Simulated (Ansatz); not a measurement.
# InSb (zinc blende), scan of one atom of the cell

InSb (zinc blende)

```xyz
2
Lattice="0.0000 3.3173 3.3173 3.3173 0.0000 3.3173 3.3173 3.3173 0.0000" Properties=species:S:1:pos:R:3 pbc="T T T"
Sb     4.9760     4.9760     4.9760
In     0.0000     0.0000     0.0000
```

In each cell atom 1 (Sb, nearest neighbour In at 2.873 Å; its periodic images, 4.7 Å or more away, move with it) moves by s·(0.707, 0.707, 0.000) (along Cartesian [110]), the rest being held.

Computed with PBE (plane waves to 420 eV, PAW, scalar-relativistic; Ansatz, a first-principles code). k mesh 10×10×10 (Γ-centred), Fermi-Dirac smearing 0.05 eV. Energies are smeared free energies. Compression counts positive. With partly filled bands, energies and forces of such displacements shift with the k mesh and the smearing. At this level the bands of InSb touch or barely overlap; measurements give the solid a gap. InSb was relaxed with its symmetry unable to fall. Spin-orbit coupling is left out, though Sb is heavy. ΔE is measured from the undisplaced structure.

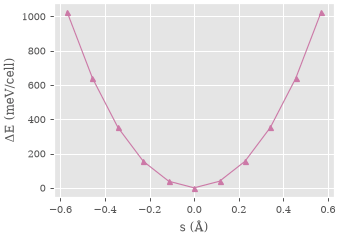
Fig. 1. ΔE (meV/cell) against s (Å); one marker a computed point.

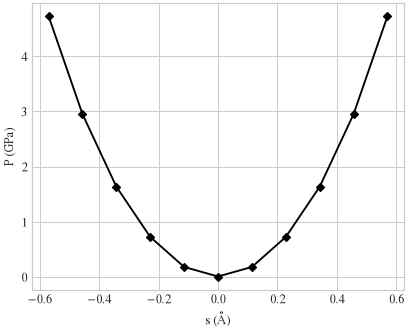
Fig. 1. P (GPa) against s (Å); markers are the computed points, lines only join them.

The force along the line at s = -0.570 Å is 3.86 eV/Å, the energy at s = 0.570 Å is 1026 meV/cell and the force constant k = d²E/ds² at s = 0 (finite differences) is 5.91 eV/Å². Symmetry of the curve: even: the same for both signs. Shape of the curve: a single well with its minimum at or next to zero displacement.

With its periodic images moving along, the atom's site symmetry in this cell is -43m.

(For displaced atoms, the force is minus the slope of the energy, and its curvature is a force constant, which sets phonon frequencies.)
